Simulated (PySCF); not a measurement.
Bond stretch in Al2, triplet.

Levels: UKS-B3LYP/6-31G* = PySCF with unrestricted B3LYP/6-31G*, spherical d; UKS-BP86/6-31G* = PySCF 2.14.0 with unrestricted BP86/6-31G*, spherical d; UHF/cc-pVTZ (PySCF).

Energies are in mEh, each relative to the lowest point of its own curve near equilibrium.

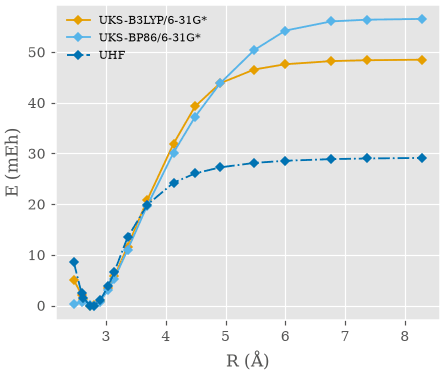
Figure. Energy against bond length for each method.

```json
[
 {"R / Å": "2.46", "UKS-B3LYP/6-31G*": "5.1", "UKS-BP86/6-31G*": "0.3", "UHF": "8.6"},
 {"R / Å": "2.59", "UKS-B3LYP/6-31G*": "2.1", "UKS-BP86/6-31G*": "0.7", "UHF": "2.4"},
 {"R / Å": "2.62", "UKS-B3LYP/6-31G*": "1.4", "UKS-BP86/6-31G*": "0.9", "UHF": "1.6"},
 {"R / Å": "2.73", "UKS-B3LYP/6-31G*": "0.0", "UKS-BP86/6-31G*": "0.1", "UHF": "0.0"},
 {"R / Å": "2.80", "UKS-B3LYP/6-31G*": "0.0", "UKS-BP86/6-31G*": "0.0", "UHF": "0.0"},
 {"R / Å": "2.90", "UKS-B3LYP/6-31G*": "0.9", "UKS-BP86/6-31G*": "0.8", "UHF": "1.0"},
 {"R / Å": "3.04", "UKS-B3LYP/6-31G*": "3.4", "UKS-BP86/6-31G*": "3.1", "UHF": "3.9"},
 {"R / Å": "3.14", "UKS-B3LYP/6-31G*": "5.7", "UKS-BP86/6-31G*": "5.3", "UHF": "6.7"},
 {"R / Å": "3.36", "UKS-B3LYP/6-31G*": "11.6", "UKS-BP86/6-31G*": "11.0", "UHF": "13.4"},
 {"R / Å": "3.69", "UKS-B3LYP/6-31G*": "20.8", "UKS-BP86/6-31G*": "19.7", "UHF": "19.9"},
 {"R / Å": "4.13", "UKS-B3LYP/6-31G*": "31.9", "UKS-BP86/6-31G*": "30.2", "UHF": "24.2"},
 {"R / Å": "4.49", "UKS-B3LYP/6-31G*": "39.3", "UKS-BP86/6-31G*": "37.2", "UHF": "26.1"},
 {"R / Å": "4.91", "UKS-B3LYP/6-31G*": "43.9", "UKS-BP86/6-31G*": "43.8", "UHF": "27.3"},
 {"R / Å": "5.48", "UKS-B3LYP/6-31G*": "46.6", "UKS-BP86/6-31G*": "50.4", "UHF": "28.1"},
 {"R / Å": "6.00", "UKS-B3LYP/6-31G*": "47.6", "UKS-BP86/6-31G*": "54.2", "UHF": "28.6"},
 {"R / Å": "6.77", "UKS-B3LYP/6-31G*": "48.2", "UKS-BP86/6-31G*": "56.1", "UHF": "28.9"},
 {"R / Å": "7.36", "UKS-B3LYP/6-31G*": "48.4", "UKS-BP86/6-31G*": "56.4", "UHF": "29.0"},
 {"R / Å": "8.29", "UKS-B3LYP/6-31G*": "48.5", "UKS-BP86/6-31G*": "56.5", "UHF": "29.1"}
]
```

At the longest distance, 8.29 Å, UKS-BP86/6-31G* lies highest above its minimum (56.5 mEh) and UHF lowest (29.1 mEh).

The scan ran from 2.16 to 8.29 Å; beyond the distances shown one of the unrestricted levels run for this scan, shown here or not, changes its spin distribution in one step. The unrestricted determinant behind UHF is spin-contaminated at 2.46 Å (<S²> up to 2.1, against 2.00 for a pure triplet).
